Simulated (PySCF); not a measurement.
Molecule: SMILES Cl[Si](Cl)(Cl)C[SiH2][Si](Cl)(Cl)Cl. Atoms near the plane z = 0.8 Å, at the GFN2-xTB optimised geometry (x, y, z in Å): Cl1 (-4.8, -0.7, 1.6), Si2 (-3.0, -0.6, 0.8), Cl3 (-2.6, -2.4, -0.2), Si6 (0.1, -0.8, 1.8), Si7 (0.9, 0.4, 0.0), Cl9 (3.0, 0.4, 0.0), Cl10 (0.4, 2.4, 0.0), H14 (0.2, -2.2, 1.6).

Computed with PySCF with CAM-B3LYP/def2-TZVP. Cells within 0.4 Å of a nucleus heavier than hydrogen are left out (blank, or x). The values are rescaled to run from 0 to 1.

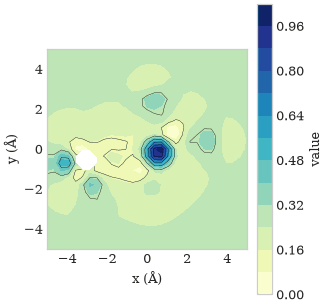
Fig. 1. a field on the plane z = 0.8 Å.

Which quantity is mapped?
A. electrostatic potential
B. deformation density (molecule minus spherical neutral atoms)
C. Laplacian of the electron density
D. log10 of the electron density

B, deformation density (molecule minus spherical neutral atoms). In full: deformation density (molecule minus spherical neutral atoms) (e/bohr³).
